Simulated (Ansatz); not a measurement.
AlH5N2O

Input

```
crystal:
  periodic: [false, false, false]
  atoms:
    - {symbol: Al, position_ang: [-0.406755, 0.052349, -0.504258]}
    - {symbol: N, position_ang: [1.070478, 0.335484, 0.702851]}
    - {symbol: N, position_ang: [-0.867554, -1.164270, 0.588490]}
    - {symbol: H, position_ang: [0.383211, -0.548720, 1.122250]}
    - {symbol: O, position_ang: [-0.517058, 1.025820, -1.885082]}
    - {symbol: H, position_ang: [2.011635, 0.056780, 0.460300]}
    - {symbol: H, position_ang: [1.115913, 1.150904, 1.298901]}
    - {symbol: H, position_ang: [-1.571483, -1.862800, 0.745799]}
    - {symbol: H, position_ang: [-1.218487, 0.954454, -2.529251]}
basis:
  gaussian: {orbitals: def2-TZVPP}
hamiltonian: {xc: pbe0, dispersion: d4}
output: {orbitals: {seedname: orbitals}}
```

Launched as:

```sh
ansatz run in.yaml --threads 4 --pin off --events-out ev --progress --plain --max-ram 9574MiB
```

A transition-state structure; geometry: PBE0-D4/def2-TZVP.

All numbers below come from RKS PBE0-D4/def2-TZVPP in Ansatz.

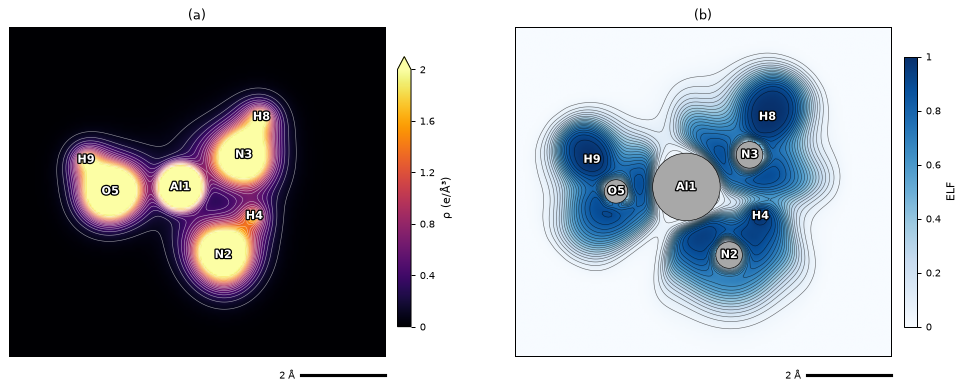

Figure 1. (a) electron density; (b) electron localisation function on the plane of atoms N2, Al1 and H4. Grey discs cover the atomic cores in the ELF map.

**What does the map show?**

Atoms in the plane: Al, N, H and O.
Al–O (1.69 Å): ρ is about 0.92 e/Å³ halfway; the ELF peaks at about 0.85 in the valence shell of O, 0.6 Å from its nucleus, and is about 0.45 at the midpoint.
Al–N (1.70 Å): ρ at the midpoint is about 0.95 e/Å³; the ELF peaks at about 0.85 in the valence shell of N, 0.6 Å from its nucleus, and is about 0.50 at the midpoint.
O–H (0.96 Å): ρ at the midpoint is about 3.8 e/Å³; the ELF climbs to about 1 towards the hydrogen, as it does in any bond to H; a covalent bond by its length.
Al–N (1.93 Å): ρ is about 0.63 e/Å³ halfway; the ELF peaks at about 0.90 in the valence shell of N, 0.7 Å from its nucleus, and is about 0.70 at the midpoint.
N–H (1.00 Å): ρ at the midpoint is about 2.9 e/Å³; the ELF climbs to about 1 towards the hydrogen (an ordinary covalent bond to hydrogen).
The ELF also peaks beside O5, away from the bonds: lone-pair regions.

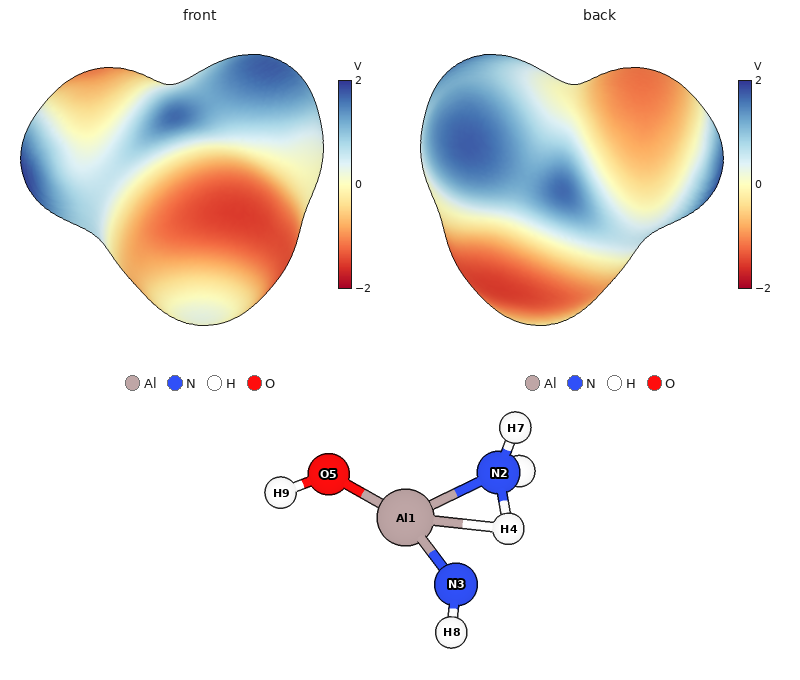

Figure 2. The electrostatic potential painted on the density surface at 0.001 e/bohr³, seen from the front and from behind; red is negative and blue positive. The bare structure is drawn below in the same view.

**Describe the electrostatic potential map.**

The most negative region (about −1.5 V) lies over N3, the most positive (about +1.9 V) over H9. N3 is the likeliest acceptor of a hydrogen bond.

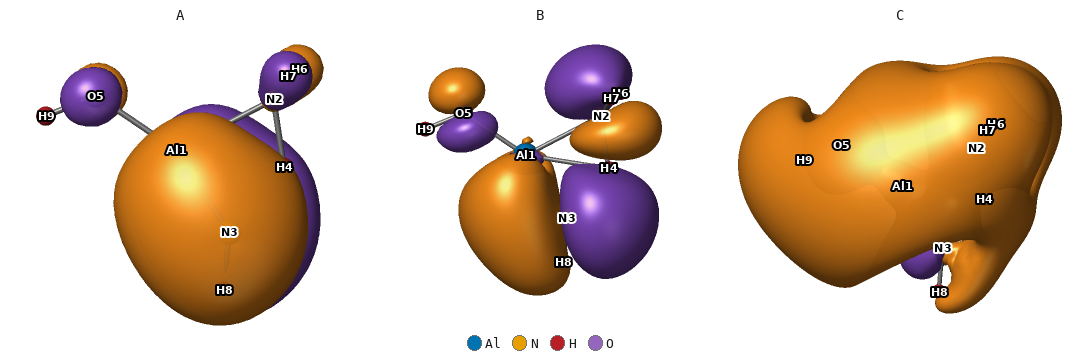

Figure 3. Three frontier orbitals at ±0.05 Å⁻³ᐟ² (orange and purple are the two phases), in no order.

**Order the three orbitals by energy and name them.**

B is the HOMO−1 (−6.27 eV). Its weight (Hirshfeld) is mainly on N3 (about 60 %), Al1 (about 15 %) and N2 (about 10 %). A is the HOMO (−5.91 eV). Its weight (Hirshfeld) is mainly on N3 (about 70 %) and Al1 (about 20 %). C is the LUMO (−0.49 eV). It lies mainly on Al1 (about 50 %), O5 (about 10 %), N3 (about 10 %), H9 (about 10 %) and N2 (about 5 %).

**What is the HOMO–LUMO gap?**

5.42 eV between the orbital energies.
